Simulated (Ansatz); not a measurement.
# Resistivity from frozen vibrations: Rh(111) with 4 thermally displaced layers, 2x2, part 2 of 2

How much do lattice vibrations at 800 K scatter the electrons of Rh? Layers with random displacements are laid between perfect leads, and the resistance is followed against their length.

Ansatz 0.2.0; Ansatz plane-wave DFT, PBE, PAW files; ballistic transport by layer matching (Landauer), zero bias; PAW set soft_1.

So far, open channels per spin nearest the Fermi level: step 2 (with 4 displaced layers) 7.08.

## 3. With 8 displaced layers

System of this step: Rh(111) with 8 thermally displaced layers, 2x2. The cell holds 56 atoms: 56 Rh. Its edges and angles: a = 5.378 Å, b = 5.378 Å, c = 30.779 Å, α = 87.5°, β = 92.5°, γ = 120.0°. It derives from Rh. Regions: lead, 24 atoms (24 Rh); scattering region, 32 atoms (32 Rh). The structure is stacked along c, and the current runs across the ab planes.

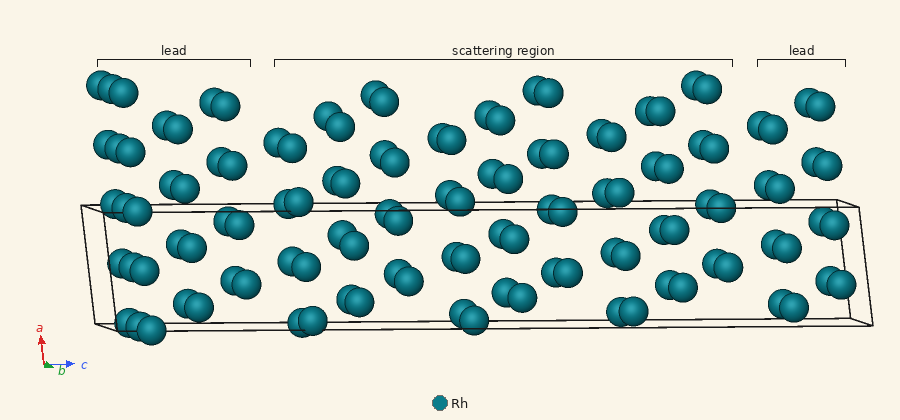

The cell of this step (rhodium blue). 2×1×1 cells are drawn. Some periodic images of atoms are drawn too.

File input.yaml:

```yaml
crystal:
  lattice:
    - [5.3783955991, 0.0, 0.0]
    - [-2.6891977995, 4.6578272204, 0.0]
    - [-1.3445988998, 0.7763045367, 30.7400913226]
  atoms:
    - { symbol: Rh, position: [0.005952381, 0.994047619, 0.0357142857] }
    - { symbol: Rh, position: [0.005952381, 0.494047619, 0.0357142857] }
    - { symbol: Rh, position: [0.505952381, 0.994047619, 0.0357142857] }
    - { symbol: Rh, position: [0.505952381, 0.494047619, 0.0357142857] }
    - { symbol: Rh, position: [0.1845238095, 0.3154761905, 0.1071428571] }
    - { symbol: Rh, position: [0.1845238095, 0.8154761905, 0.1071428571] }
    - { symbol: Rh, position: [0.6845238095, 0.3154761905, 0.1071428571] }
    - { symbol: Rh, position: [0.6845238095, 0.8154761905, 0.1071428571] }
    - { symbol: Rh, position: [0.3630952381, 0.1369047619, 0.1785714286] }
    - { symbol: Rh, position: [0.3630952381, 0.6369047619, 0.1785714286] }
    - { symbol: Rh, position: [0.8630952381, 0.1369047619, 0.1785714286] }
    - { symbol: Rh, position: [0.8630952381, 0.6369047619, 0.1785714286] }
    - { symbol: Rh, position: [0.0753343264, 0.9780799853, 0.2508187157] }
    - { symbol: Rh, position: [0.0260625609, 0.4580153402, 0.2515039055] }
    - { symbol: Rh, position: [0.5279486031, 0.9641430713, 0.2509847663] }
    - { symbol: Rh, position: [0.5415762727, 0.440683255, 0.2484841186] }
    - { symbol: Rh, position: [0.2063446166, 0.2614115106, 0.325413255] }
    - { symbol: Rh, position: [0.2161330281, 0.7848343357, 0.3208362127] }
    - { symbol: Rh, position: [0.7511943691, 0.299482671, 0.3228795065] }
    - { symbol: Rh, position: [0.692040856, 0.7802874923, 0.3229948147] }
    - { symbol: Rh, position: [0.4079794542, 0.0911526474, 0.3970311528] }
    - { symbol: Rh, position: [0.3768766793, 0.5908317939, 0.3949992305] }
    - { symbol: Rh, position: [0.9146609235, 0.1313927478, 0.3932890178] }
    - { symbol: Rh, position: [0.8872480022, 0.5958986932, 0.3903574577] }
    - { symbol: Rh, position: [0.0656391882, 0.9319283664, 0.4656170956] }
    - { symbol: Rh, position: [0.0892716882, 0.4105652097, 0.4681552573] }
    - { symbol: Rh, position: [0.585354576, 0.9465878306, 0.4632942537] }
    - { symbol: Rh, position: [0.5700330028, 0.4260017397, 0.4666486498] }
    - { symbol: Rh, position: [0.2531221432, 0.2357070818, 0.5326417119] }
    - { symbol: Rh, position: [0.2417795423, 0.7512698148, 0.5379815998] }
    - { symbol: Rh, position: [0.7460128517, 0.2274709161, 0.5377143208] }
    - { symbol: Rh, position: [0.7340342402, 0.7330296021, 0.5371369633] }
    - { symbol: Rh, position: [0.4077603404, 0.0715398056, 0.6058103876] }
    - { symbol: Rh, position: [0.435459563, 0.5642544862, 0.607605877] }
    - { symbol: Rh, position: [0.9384225692, 0.053467819, 0.6103981569] }
    - { symbol: Rh, position: [0.9508538719, 0.5777878565, 0.6098114211] }
    - { symbol: Rh, position: [0.1298171938, 0.8996375574, 0.6787446045] }
    - { symbol: Rh, position: [0.0930991283, 0.3851568208, 0.6768085626] }
    - { symbol: Rh, position: [0.5962033084, 0.8910293994, 0.6772689498] }
    - { symbol: Rh, position: [0.5918294215, 0.3710331031, 0.67918634] }
    - { symbol: Rh, position: [0.3063547576, 0.2283329317, 0.7499681232] }
    - { symbol: Rh, position: [0.3163475625, 0.7290950807, 0.7526348918] }
    - { symbol: Rh, position: [0.7701145571, 0.2267801784, 0.7507780288] }
    - { symbol: Rh, position: [0.8001677474, 0.7137997932, 0.7508768508] }
    - { symbol: Rh, position: [0.4702380952, 0.0297619048, 0.8214285714] }
    - { symbol: Rh, position: [0.4702380952, 0.5297619048, 0.8214285714] }
    - { symbol: Rh, position: [0.9702380952, 0.0297619048, 0.8214285714] }
    - { symbol: Rh, position: [0.9702380952, 0.5297619048, 0.8214285714] }
    - { symbol: Rh, position: [0.1488095238, 0.8511904762, 0.8928571429] }
    - { symbol: Rh, position: [0.1488095238, 0.3511904762, 0.8928571429] }
    - { symbol: Rh, position: [0.6488095238, 0.8511904762, 0.8928571429] }
    - { symbol: Rh, position: [0.6488095238, 0.3511904762, 0.8928571429] }
    - { symbol: Rh, position: [0.3273809524, 0.1726190476, 0.9642857143] }
    - { symbol: Rh, position: [0.3273809524, 0.6726190476, 0.9642857143] }
    - { symbol: Rh, position: [0.8273809524, 0.1726190476, 0.9642857143] }
    - { symbol: Rh, position: [0.8273809524, 0.6726190476, 0.9642857143] }
kpoints:
  mp_grid: { grid: [5, 5, 1] }
hamiltonian:
  xc: pbe
  pseudopotentials: { kind: paw, azcp: { folder: soft_1 } }
scf:
  occupations: { method: fermi_dirac, width: 0.1 }
output:
  transmission:
    leads: [[0, 4]]
    kmesh: [10, 10]
    e_range: [-0.05, 0.05]
    de: 0.05
  write_potential: true
  write_density: true
  volumetric_format: npy
```

Command:

```sh
$ ansatz run input.yaml --threads 4 --pin off --max-ram 15360MiB --backend cpu --events-out ev --progress --plain --runs-dir out
```

Numbers of over 12 decimals in the logs are rounded to 6 here.

Output:

```text
[...]
Crystal: 56 atoms, lattice volume = 770.090 Å³
Basis set: ecut = 420 eV, 14937 PW (Γ)
Bands: 572, of which v1, the nominal top of the filled ones, is band 476 counted from 1 (475 counted from 0)
Symmetry: 1 space group operations
[...]
k-points: 13 of 25 (time reversal used)
[...]
SCF iter   1: F=—  HF=-358588.122200 eV  |F-HF|=—  |Δ(HF+E_count)|=         —  Δρ=1.09e-1  dr2=8.53e1  ethr=3.10e-3  ⟨swp⟩=4.5  Hψ=20964  notcnv=0  defer=97
[...]
SCF iter   9: F=-358562.508202 eV  HF=-358562.508202 eV  |F-HF|=4.73e-8  |Δ(HF+E_count)|=   2.26e-8  Δρ=2.98e-6  dr2=7.34e-8  ethr=1.05e-11  ⟨swp⟩=7.8  Hψ=24847  notcnv=0
SCF 1 converged in 9 iterations: F = -358562.508202 eV  dr2 = 7.34e-8
[...]
transmission: 292 of 2912 steps passed
transmission: 584 of 2912 steps passed
[...]
transmission: 2912 of 2912 steps passed
SCF converged after 9 iterations
Free energy (F): -358562.508202 eV
[...]
Internal energy: -358559.961698 eV  (E = F + TS)
E sigma→0 (E₀):  -358561.234950 eV
Entropy (-TS):   -2.546504 eV (-45.473 meV/atom)
Fermi energy:    22.431580 eV
[...]
--- Band table (eV; the first three rows and the last of 13) ---
  k-point 0: bands = [... 472 lower, 22.9598, 22.9654, 22.9694, 22.9770, 22.9869, 22.9888, 22.9968, 23.0021, ... 92 higher]
  k-point 1: bands = [... 472 lower, 22.6283, 22.6431, 22.6639, 22.6668, 22.6811, 22.6964, 22.7114, 22.7200, ... 92 higher]
  k-point 2: bands = [... 472 lower, 21.9427, 21.9544, 21.9970, 22.0537, 22.0774, 22.1246, 22.1519, 22.1806, ... 92 higher]
  k-point 12: bands = [... 472 lower, 22.3810, 22.3864, 22.4048, 22.4229, 22.4490, 22.4700, 22.4810, 22.4951, ... 92 higher]
--- Transmission ---
  basis      : 211 plane waves across, 56 finite elements along
  points     : 52, standing for a mesh of 10 x 10
[...]
channels       : 7.200000e0 a spin
[...]
junction   : crystal 0 to crystal 0, 0.70 to 29.24 Å
    transmission   : 4.837654e0 a spin
[...]
```

The job ended after 13 min (4 threads of Arm Neoverse V1, shared host; peak memory 8.6 GiB; 52 min of CPU time).

Numbers from this step:

```
free energy                                    : -358562.5082 eV
energy at zero smearing                        : -358561.2350 eV
Fermi energy                                   : 22.43 eV
transmission per spin nearest the Fermi level  : 4.838
open channels per spin nearest the Fermi level : 7.2
step of the lead's potential                   : 4.5 meV
```

Per spin. Transmission, zone mean against energy, zero at the Fermi level:

```csv
energy (eV),"transmission, zone mean"
-0.0500,4.62
0.0000,4.84
0.0500,4.85
```

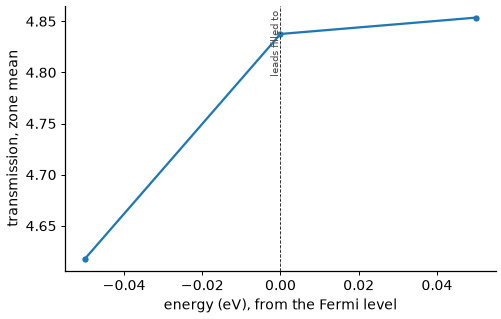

Transmission, zone mean against energy.

Over the solved energies the transmission per spin lies between 4.62 and 4.85, out of 7 channels of the lead on average (up to 7.2).

## 4. With 12 displaced layers

System of this step: Rh(111) with 12 thermally displaced layers, 2x2. The cell holds 72 atoms: 72 Rh. Cell: a = 5.378 Å, b = 5.378 Å, c = 39.523 Å, α = 90.0°, β = 90.0°, γ = 120.0°. It derives from Rh. Regions: lead, 24 atoms (24 Rh); scattering region, 48 atoms (48 Rh). The structure is stacked along c, and the current runs across the ab planes.

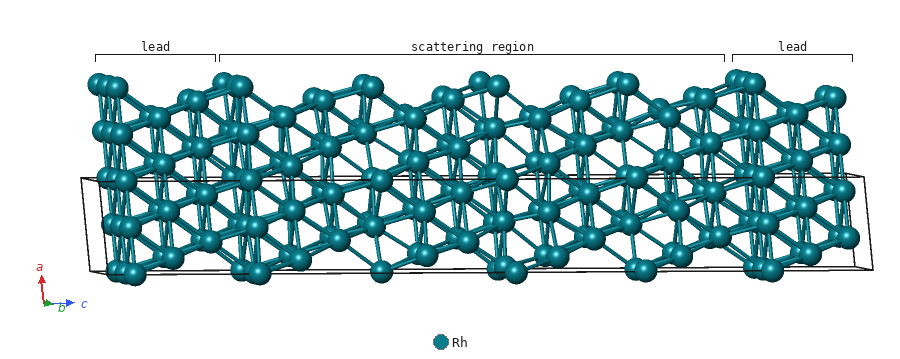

The cell of this step (rhodium blue). 2×1×1 cells are drawn. Some periodic images of atoms are drawn too.

File input.yaml:

```yaml
crystal:
  lattice:
    - [5.3783955991, 0.0, 0.0]
    - [-2.6891977995, 4.6578272204, 0.0]
    - [0.0, 0.0, 39.5229745576]
  atoms:
    - { symbol: Rh, position: [0.0, 0.0, 0.0277777778] }
    - { symbol: Rh, position: [0.0, 0.5, 0.0277777778] }
    - { symbol: Rh, position: [0.5, 0.0, 0.0277777778] }
    - { symbol: Rh, position: [0.5, 0.5, 0.0277777778] }
    - { symbol: Rh, position: [0.1666666667, 0.3333333333, 0.0833333333] }
    - { symbol: Rh, position: [0.1666666667, 0.8333333333, 0.0833333333] }
    - { symbol: Rh, position: [0.6666666667, 0.3333333333, 0.0833333333] }
    - { symbol: Rh, position: [0.6666666667, 0.8333333333, 0.0833333333] }
    - { symbol: Rh, position: [0.3333333333, 0.1666666667, 0.1388888889] }
    - { symbol: Rh, position: [0.3333333333, 0.6666666667, 0.1388888889] }
    - { symbol: Rh, position: [0.8333333333, 0.1666666667, 0.1388888889] }
    - { symbol: Rh, position: [0.8333333333, 0.6666666667, 0.1388888889] }
    - { symbol: Rh, position: [0.0014690289, 0.9945735758, 0.1910561187] }
    - { symbol: Rh, position: [0.9924981017, 0.4878483472, 0.1963690751] }
    - { symbol: Rh, position: [0.4968500775, 0.0012620671, 0.1929306201] }
    - { symbol: Rh, position: [0.4932269949, 0.4998256312, 0.1917978092] }
    - { symbol: Rh, position: [0.1698018234, 0.3317296228, 0.2478872894] }
    - { symbol: Rh, position: [0.1391439005, 0.8410901883, 0.249469766] }
    - { symbol: Rh, position: [0.6579418011, 0.3297629024, 0.2532365892] }
    - { symbol: Rh, position: [0.6666693991, 0.8346429333, 0.2473503398] }
    - { symbol: Rh, position: [0.3618384886, 0.1805382029, 0.3074566156] }
    - { symbol: Rh, position: [0.3408870044, 0.6805256058, 0.3062165071] }
    - { symbol: Rh, position: [0.8402116014, 0.1643656555, 0.3029293882] }
    - { symbol: Rh, position: [0.8321772437, 0.6374119372, 0.3051280374] }
    - { symbol: Rh, position: [0.9894385693, 0.9842329573, 0.3622035713] }
    - { symbol: Rh, position: [0.9940744742, 0.4933949709, 0.3620373629] }
    - { symbol: Rh, position: [0.5042599468, 0.0210000418, 0.3617373323] }
    - { symbol: Rh, position: [0.479091626, 0.4706045828, 0.358780962] }
    - { symbol: Rh, position: [0.1805145122, 0.3325682486, 0.4161621956] }
    - { symbol: Rh, position: [0.1784863231, 0.8139409099, 0.4156231441] }
    - { symbol: Rh, position: [0.6649112814, 0.3421981893, 0.4154843824] }
    - { symbol: Rh, position: [0.6465007397, 0.8090650177, 0.4179662184] }
    - { symbol: Rh, position: [0.3402873168, 0.1594643082, 0.4725132606] }
    - { symbol: Rh, position: [0.3128414275, 0.6595333054, 0.4746774494] }
    - { symbol: Rh, position: [0.8525757572, 0.2015971414, 0.4708196055] }
    - { symbol: Rh, position: [0.8394533407, 0.6637108065, 0.4732303941] }
    - { symbol: Rh, position: [0.9956631903, 0.9915152241, 0.5262318619] }
    - { symbol: Rh, position: [0.0395603732, 0.4988306171, 0.5241845003] }
    - { symbol: Rh, position: [0.4966332208, 0.0102513088, 0.5268868649] }
    - { symbol: Rh, position: [0.5253906127, 0.5151552982, 0.5275063414] }
    - { symbol: Rh, position: [0.1528879081, 0.3181417081, 0.5820861359] }
    - { symbol: Rh, position: [0.1564827668, 0.8515426473, 0.5861676373] }
    - { symbol: Rh, position: [0.6412865034, 0.3154674228, 0.5801822064] }
    - { symbol: Rh, position: [0.6305640558, 0.7863685074, 0.5812980255] }
    - { symbol: Rh, position: [0.34770134, 0.1614404304, 0.6404115835] }
    - { symbol: Rh, position: [0.3402408292, 0.6932862635, 0.6392438547] }
    - { symbol: Rh, position: [0.8476266959, 0.205256864, 0.6383107463] }
    - { symbol: Rh, position: [0.8188696228, 0.6697193518, 0.6388196928] }
    - { symbol: Rh, position: [0.0069947807, 0.9860657811, 0.6958782857] }
    - { symbol: Rh, position: [0.0061180428, 0.4899052101, 0.6947353119] }
    - { symbol: Rh, position: [0.5068557543, 0.0354663628, 0.6931898115] }
    - { symbol: Rh, position: [0.4860104596, 0.4838855538, 0.693827727] }
    - { symbol: Rh, position: [0.1723938459, 0.3449415669, 0.7489122375] }
    - { symbol: Rh, position: [0.1535262619, 0.8119173759, 0.7485257382] }
    - { symbol: Rh, position: [0.7106210524, 0.3490759293, 0.7486076619] }
    - { symbol: Rh, position: [0.6417805568, 0.8185834589, 0.7499613513] }
    - { symbol: Rh, position: [0.3281610323, 0.15541265, 0.8032631426] }
    - { symbol: Rh, position: [0.3553717306, 0.6734957164, 0.8048881518] }
    - { symbol: Rh, position: [0.8264411164, 0.1586606752, 0.8003241222] }
    - { symbol: Rh, position: [0.826754947, 0.6504810644, 0.8037689769] }
    - { symbol: Rh, position: [0.0, 0.0, 0.8611111111] }
    - { symbol: Rh, position: [0.0, 0.5, 0.8611111111] }
    - { symbol: Rh, position: [0.5, 0.0, 0.8611111111] }
    - { symbol: Rh, position: [0.5, 0.5, 0.8611111111] }
    - { symbol: Rh, position: [0.1666666667, 0.3333333333, 0.9166666667] }
    - { symbol: Rh, position: [0.1666666667, 0.8333333333, 0.9166666667] }
    - { symbol: Rh, position: [0.6666666667, 0.3333333333, 0.9166666667] }
    - { symbol: Rh, position: [0.6666666667, 0.8333333333, 0.9166666667] }
    - { symbol: Rh, position: [0.3333333333, 0.1666666667, 0.9722222222] }
    - { symbol: Rh, position: [0.3333333333, 0.6666666667, 0.9722222222] }
    - { symbol: Rh, position: [0.8333333333, 0.1666666667, 0.9722222222] }
    - { symbol: Rh, position: [0.8333333333, 0.6666666667, 0.9722222222] }
kpoints:
  mp_grid: { grid: [5, 5, 1] }
hamiltonian:
  xc: pbe
  pseudopotentials: { kind: paw, azcp: { folder: soft_1 } }
scf:
  occupations: { method: fermi_dirac, width: 0.1 }
output:
  transmission:
    leads: [[0, 4]]
    kmesh: [10, 10]
    e_range: [-0.05, 0.05]
    de: 0.05
  write_potential: true
  write_density: true
  volumetric_format: npy
```

Output:

```text
[...]
Crystal: 72 atoms, lattice volume = 990.115 Å³
Basis set: ecut = 420 eV, 19231 PW (Γ)
Bands: 735, of which v1, the nominal top of the filled ones, is band 612 counted from 1 (611 counted from 0)
Symmetry: 1 space group operations
[...]
k-points: 13 of 25 (time reversal used)
[...]
SCF iter   1: F=—  HF=-461040.314024 eV  |F-HF|=—  |Δ(HF+E_count)|=         —  Δρ=1.09e-1  dr2=1.09e2  ethr=3.10e-3  ⟨swp⟩=4.5  Hψ=26938  notcnv=0  defer=114
[...]
SCF iter  10: F=-461007.656821 eV  HF=-461007.656821 eV  |F-HF|=7.28e-9  |Δ(HF+E_count)|=   9.08e-9  Δρ=5.76e-7  dr2=8.50e-9  ethr=8.17e-12  ⟨swp⟩=7.9  Hψ=24132  notcnv=0
SCF 1 converged in 10 iterations: F = -461007.656821 eV  dr2 = 8.50e-9
[...]
transmission: 371 of 3692 steps passed
transmission: 741 of 3692 steps passed
[...]
transmission: 3692 of 3692 steps passed
SCF converged after 10 iterations
Free energy (F): -461007.656821 eV
[...]
Internal energy: -461004.417688 eV  (E = F + TS)
E sigma→0 (E₀):  -461006.037255 eV
Entropy (-TS):   -3.239133 eV (-44.988 meV/atom)
Fermi energy:    22.437650 eV
[...]
--- Band table (eV; the first three rows and the last of 13) ---
  k-point 0: bands = [... 608 lower, 22.9536, 22.9588, 22.9638, 22.9669, 22.9730, 22.9757, 22.9826, 22.9848, ... 119 higher]
  k-point 1: bands = [... 608 lower, 22.6416, 22.6483, 22.6516, 22.6733, 22.6798, 22.6948, 22.7050, 22.7091, ... 119 higher]
  k-point 2: bands = [... 608 lower, 21.9712, 22.0154, 22.0262, 22.0430, 22.0743, 22.0906, 22.1242, 22.1497, ... 119 higher]
  k-point 12: bands = [... 608 lower, 22.4016, 22.4136, 22.4258, 22.4425, 22.4536, 22.4745, 22.4855, 22.4964, ... 119 higher]
--- Transmission ---
  basis      : 211 plane waves across, 71 finite elements along
  points     : 52, standing for a mesh of 10 x 10
[...]
channels       : 7.200000e0 a spin
[...]
junction   : crystal 0 to crystal 0, 0.70 to 38.03 Å
    transmission   : 3.918747e0 a spin
[...]
```

Elapsed: 24 min, on 4 threads; peak memory 7.4 GiB; 88 min of CPU time.

This step gave:

```
free energy                                   : -461007.6568 eV
energy at zero smearing                       : -461006.0373 eV
Fermi energy                                  : 22.44 eV
transmission per spin nearest the Fermi level : 3.919
step of the lead's potential                  : 7.5 meV
```

Per spin. Table of transmission, zone mean by energy, zero at the Fermi level:

```
energy (eV)  transmission, zone mean
    -0.0500                     3.72
     0.0000                     3.92
     0.0500                     4.02
```

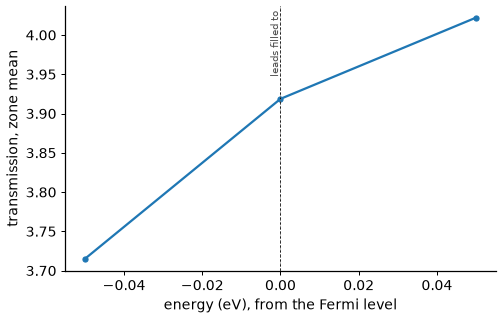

Transmission, zone mean, plotted against energy.

Over the solved energies the transmission per spin lies between 3.72 and 4.02, out of 7 channels of the lead on average (up to 7.2).

## 5. Resistance against length

This step: Ansatz plane-wave DFT, PBE, PAW files; ballistic transport by layer matching (Landauer), zero bias; resistivity from the slope of the area resistance; PAW set soft_1 (Ansatz 0.2.0).

Numbers from this step:

| Property | Result |
| --- | --- |
| resistivity | 16.05 µΩ cm |
| intercept | -0.05709 fΩ m² |
| scatter about the fit | 0.006278 fΩ m² |

Resistance, by row:

```csv
run,length (Å),T,channels N,RA (fΩ m²)
n4,8.783,5.848,6.96,0.08833
n8,17.57,4.77,7,0.216
n12,26.35,3.885,7,0.3703
```

The area resistance by length of the displaced region:

| length of the displaced region (Å) | area resistance (fΩ m²) |
| --- | --- |
| 8.78 | 0.0883 |
| 17.57 | 0.216 |
| 26.35 | 0.370 |

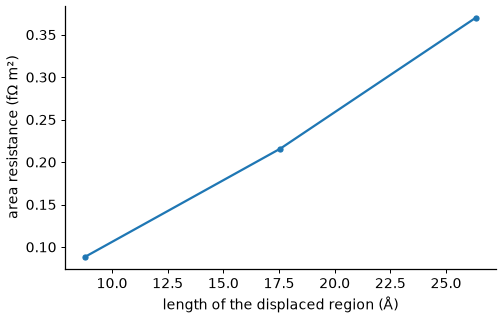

Area resistance, plotted against length of the displaced region.

The area resistance goes from 0.088 to 0.37 fΩ m² between 8.8 and 26.3 Å, a slope of 16 µΩ cm.

By hand from the end points: (0.3703 − 0.08833) fΩ m² / (26.35 − 8.78) Å = 16 µΩ cm, since 1 fΩ m² per Å is 1000 µΩ cm.

## 6. Outcome

```
resistivity from the slope  : 16.1 µΩ cm
area resistance over 8.78 Å : 0.0883 fΩ m²
area resistance over 17.6 Å : 0.216 fΩ m²
area resistance over 26.3 Å : 0.370 fΩ m²
```

What this shows: The slope gives 16 µΩ cm. The points scatter by 0.0063 fΩ m² about the line, with one random draw a length in a 2x2 cell, so the slope is a rough value. The mean square of the displacements drawn is 0.78, 0.99 and 1.2 of the nominal one at the three lengths; with each resistance scaled back by that, the slope is 11 µΩ cm, the value used below. Read with a model of isotropic scattering on a spherical Fermi surface and the lead's 2.2×10¹⁵ S/m², this slope means a mean free path near 32 Å; over these lengths the model's slope is 1.05 times its bulk resistivity, which would be 11 µΩ cm. Uncorrelated displacements put too much weight on short waves, which scatter strongly; with the sideways repeat of a small cell, one draw and three short lengths, the method is good to a factor of two or three.

[Logs are printed without paths, hosts, clocks, repeated set-up lines and the standing remarks that a program may print on its own settings, such as how far it seeks lower states.]

[Hosts, paths, dates, database ids (printed as entryN), source tags and the programs' standing remarks are cut or masked in the printed files.]
